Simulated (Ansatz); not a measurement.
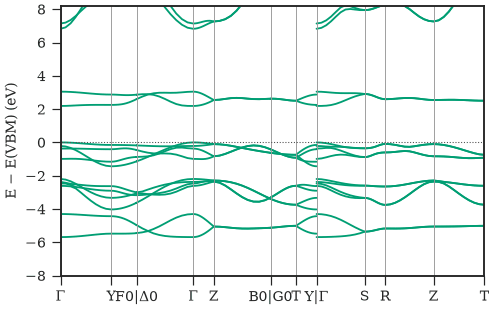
*Band structure from PBE+D3(BJ) in the plane-wave PAW code Ansatz*

Question: Read off the gap and where the band edges lie.

Answer: About 2.2 eV (2.19 eV by a search for the band edges); maximum at Γ, minimum at Γ.

The material is Cl (molecular I2 type, Cmce).

The PBE+D3(BJ) relaxation kept the symmetry of its start. The substance is a gas or liquid at ambient conditions; this is its low-temperature solid.

Potentials: the later of the program's two PAW sets.
